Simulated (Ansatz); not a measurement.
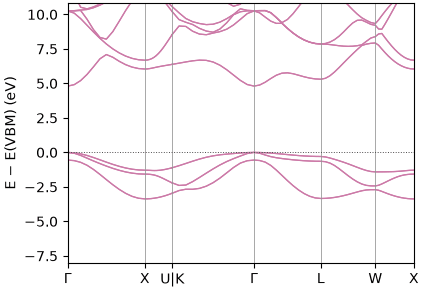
Fig. 1. Band structure from plane-wave PAW PBEsol with spin–orbit coupling (Ansatz code)

Question: Read off the gap and where the band edges lie.

Answer: About 4.8 eV (4.81 eV by a search for the band edges); maximum at Γ, minimum at Γ.

The material is LiBr (rock salt, Fm-3m).

The cell was relaxed with PBEsol under the symmetry of its start.

Potentials: the later of the program's two PAW sets.
